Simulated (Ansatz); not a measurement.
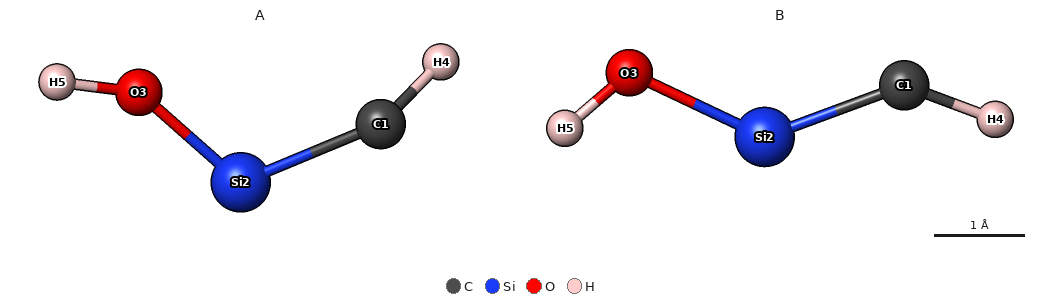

Two geometries of CH₂OSi, drawn at one scale. One is the start of a relaxation, the other its converged end. The picture is a ball-and-stick view, seen at a tilt.

Theory: RKS PBE-D4/def2-SVP (Ansatz 0.2.0). (force threshold 0.03 eV/Å; at most 250 steps)

Which one is relaxed?

Answer. Structure B is the relaxed one. It is one of the separated reactants of a reaction. The atom that moves furthest after the best rigid fit is H4 (0.75 Å). By element the largest moves are H 0.75 Å, Si 0.52 Å, C 0.48 Å, O 0.40 Å. Near-neighbour distances that change, for instance: Si2–O3 1.530 → 1.676 Å, C1–Si2 1.781 → 1.675 Å, C1–H4 1.091 → 1.102 Å, O3–H5 0.970 → 0.975 Å. Among the angles between lasting bonds that change: Si2–O3–H5 145.2° → 114.4°, C1–Si2–O3 111.4° → 132.5°, Si2–C1–H4 128.3° → 135.1°. Groups turn about C1–Si2 by about 90°. After 7 accepted moves (9 points after the start) the energy has fallen by 129.7 kJ/mol. The largest force component goes from 4.5 to 0.016 eV/Å. The line search rejected the trial steps at points 6, 8 of the run. Cost: 8 s on 2 threads of Arm Neoverse V1 (shared host).
